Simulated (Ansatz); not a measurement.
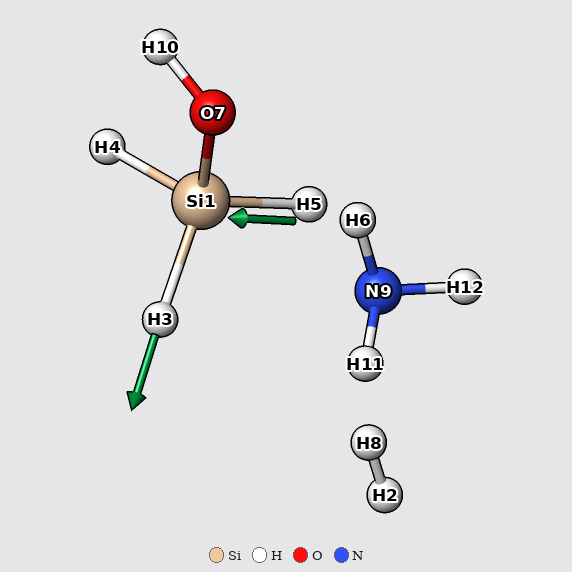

The arrows show one normal mode. Harmonic vibrations computed with RKS PBE0-D4/def2-TZVP (Ansatz 0.2.0) at a stationary point of the same level.

Question: Describe the motion.

Answer: Mostly out-of-phase stretching of 2 Si–H bonds.

Question: Estimate its harmonic wavenumber.

Answer: 2252 cm⁻¹; it is mode 25 of 30 counted from the lowest.
